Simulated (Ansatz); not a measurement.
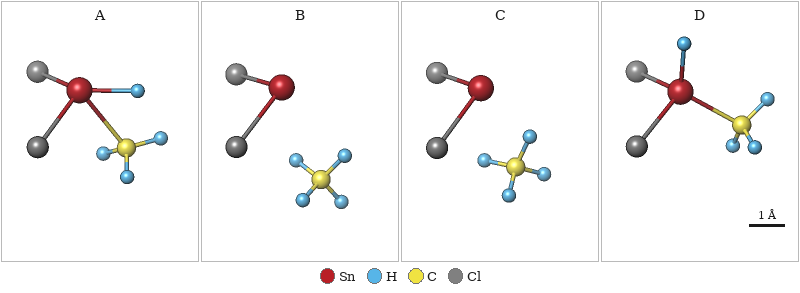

4 geometries from a converged minimum-energy path of CH4Cl2Sn, shuffled. A ball-and-stick model, seen from a free direction.

Method: RKS B3LYP-D4/def2-SVP in Ansatz 0.2.0. Run with 9 movable images; climbing image; force threshold 0.05 eV/Å; iteration limit 50; starting path through a guess of the saddle point.

Q: Which frame is the transition state?

A: A. In order along the path, whose images run from 0 to 10: D (image 1, 0.0 kJ/mol), A (image 5, +254.2 kJ/mol), C (image 7, −70.8 kJ/mol), B (image 9, −92.3 kJ/mol). Breaking: C–Sn (2.15 → 3.40 Å), H–Sn (1.71 → 3.24 Å). Forming: C–H (3.35 → 1.10 Å).

Cost: 6.6 min on 2 threads of Arm Neoverse V2, on a shared host, peak memory 0.22 GiB.
